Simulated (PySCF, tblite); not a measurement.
**C4H12Si2: geometry, infrared bands and NMR shifts**

What infrared bands and NMR shifts should C4H12Si2 (`C[C@@H]1[SiH2]C[Si@@H]1C`) show?

Computed with tblite 0.8.0 and PySCF 2.14.0, with density-fitted response routines of our own, on a single molecule in the gas phase. Atoms are numbered from 0 throughout.

## Step 1: The starting structure

18 atoms, charge 0, multiplicity 1; geometry from: force field or distance geometry start.

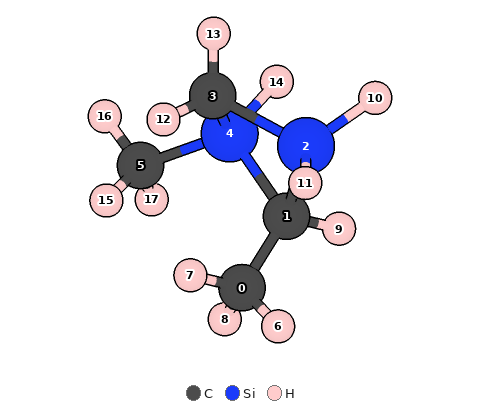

The starting geometry (carbon dark grey, silicon blue, hydrogen pink), atoms numbered.

## Step 2: Optimising the geometry with GFN2-xTB

Job settings and geometry (Å):

```
{"job": {"kind": "relax", "xc": "GFN2-xTB", "basis": "xTB"}, "charge": 0, "multiplicity": 1}
C     -0.447100    -1.545400    -1.063100
C     -0.751000    -0.866300     0.253700
Si    -1.860000     0.686200     0.168200
C     -0.287500     1.737700    -0.020800
Si     0.576600     0.333000     0.936000
C      2.239800    -0.010200     0.264400
H     -1.347200    -2.054400    -1.441200
H     -0.118100    -0.841800    -1.837700
H      0.328800    -2.307800    -0.944900
H     -1.095900    -1.573600     1.033300
H     -2.602900     0.946200     1.430000
H     -2.739500     0.711600    -1.036800
H      0.039000     1.847800    -1.036400
H     -0.305300     2.695500     0.491800
H      0.522300     0.502500     2.405800
H      2.245100    -0.072200    -0.813400
H      2.955700     0.778700     0.549800
H      2.638600    -0.961400     0.649700
```

Started as:

```sh
OMP_NUM_THREADS=1 python probes_run.py task.json out
```

The driver reads the jobs from task.json and runs them one after another.

**Question.** This job is followed by: GFN2-xTB harmonic vibrations, gas phase; GIAO PBE0/pcSseg-1 NMR shielding, non-relativistic, gas phase. Predict these results of the whole session: strongest single infrared mode (GFN2-xTB); zero-point energy (GFN2-xTB); ¹³C shifts against TMS (PBE0/pcSseg-1); ¹H shifts against TMS (PBE0/pcSseg-1, means over atoms taken as alike); ²⁹Si shifts against TMS (PBE0/pcSseg-1).

As calculated:

| quantity | value |
| --- | --- |
| strongest single infrared mode (GFN2-xTB) | 2225 cm⁻¹, 562 km/mol |
| zero-point energy (GFN2-xTB) | 89.3 kcal/mol |
| ¹³C shifts against TMS (PBE0/pcSseg-1) | 14.8, 14.0, -4.5, -5.3 ppm |
| ¹H shifts against TMS (PBE0/pcSseg-1, means over atoms taken as alike) | 5.13, 4.86, 4.55, 1.45, 1.24, 0.49, 0.33, 0.18 ppm |
| ²⁹Si shifts against TMS (PBE0/pcSseg-1) | -4.5, -29.4 ppm |

In words: Relaxing lowered the energy by 0.357 eV in 142 steps; the close pair that moved most is Si4–C5, from 1.826 to 1.896 Å. No mode is imaginary among the 48: a minimum at this level. The strongest single mode, at 2225 cm⁻¹, moves mainly H11. GFN2-xTB is a fitted tight-binding method: band positions and strengths are rough. Its intensities can rank the bands wrongly. At PBE0/pcSseg-1: The widest tensor belongs to Si2: span 89 ppm, with a paramagnetic part of -503 ppm.
